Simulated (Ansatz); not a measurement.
Input file:

```
crystal:
  lattice:
    - [0.0, 4.3681226407, 4.3681226407]
    - [4.3681226407, 0.0, 4.3681226407]
    - [4.3681226407, 4.3681226407, 0.0]
  atoms:
    - { symbol: La, position: [0.25, 0.25, 0.25] }
    - { symbol: La, position: [0.75, 0.75, 0.75] }
    - { symbol: P, position: [0.2765393193, 0.7234606807, 0.7234606807] }
    - { symbol: P, position: [0.7234606807, 0.2765393193, 0.7234606807] }
    - { symbol: P, position: [0.7234606807, 0.2765393193, 0.2765393193] }
    - { symbol: P, position: [0.2765393193, 0.7234606807, 0.2765393193] }
    - { symbol: P, position: [0.7234606807, 0.7234606807, 0.2765393193] }
    - { symbol: P, position: [0.2765393193, 0.2765393193, 0.7234606807] }
    - { symbol: Ru, position: [0.0, 0.0, 0.0] }
basis:
  ecutwfc: 420
kpoints:
  mp_grid: { grid: [8, 8, 8] }
hamiltonian:
  xc: pbe
scf:
  occupations: { method: gaussian, width: 0.1 }
output:
  forces: true
  stress: true
  eigenvalues: true
  write_density: true
  write_potential: true
  elf: true
  volumetric_format: npy
relax:
  adjacent_minimum: "off"
  f_tol: 0.01
  max_steps: 80
  cell: { stress_tol: 0.05 }
```

Command:

```sh
ansatz run input.yaml --threads 1 --pin off --max-ram 2048MiB --backend cpu --events-out ev --progress --plain --runs-dir out
```

Below, planes, directions and counts refer to the conventional cell (a = 8.73 Å, b = 8.73 Å, c = 8.73 Å, α = 90.00°, β = 90.00°, γ = 90.00°).

The fields are those of the run's last geometry, not of the input's.

Space group Fm-3m; a structure generated by program, which may or may not match a known phase; computed without spin polarisation.

Computed with DFT PBE, scalar-relativistic, plane waves, PAW (Ansatz 0.2.0).

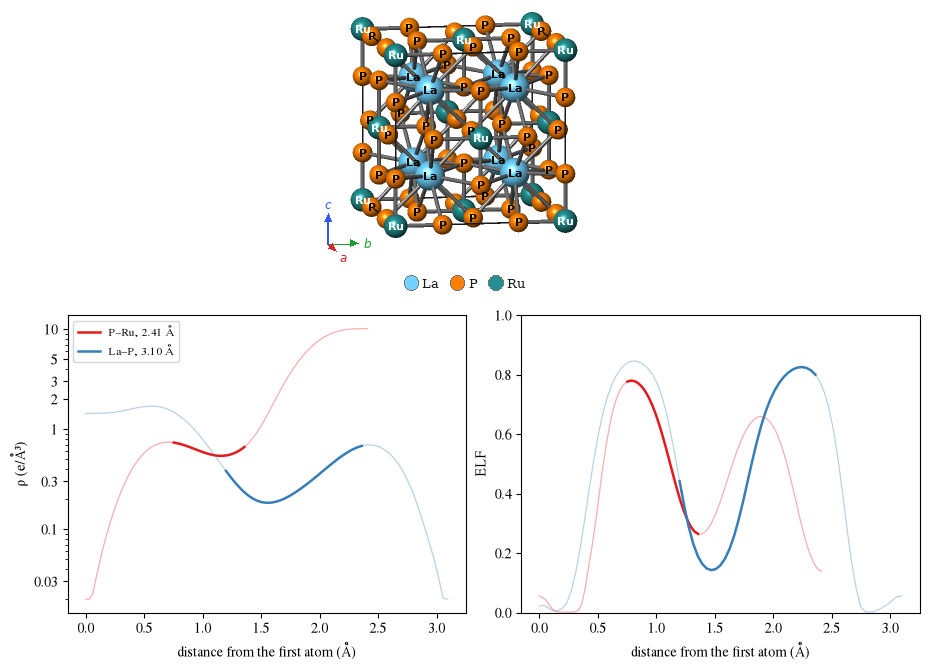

La$_{2}$P$_{6}$Ru. Valence electron density and electron localisation function along straight lines between neighbouring atoms. Thin, pale parts lie inside the atomic spheres. The structure is drawn too.

The density is the valence pseudo-density of a PAW calculation; it isn't the true density close to the nuclei.

> What can be read from the curves?

P–Ru (2.41 Å): ρ at the midpoint is about 0.55 e/Å³; the ELF peaks at about 0.80 in the valence shell of P, 0.8 Å from its nucleus, and is about 0.40 at the midpoint.
La–P (3.10 Å): ρ at the midpoint is about 0.18 e/Å³; the ELF peaks at about 0.85 in the valence shell of P, 0.9 Å from its nucleus, and drops to about 0.15 between the two atoms.
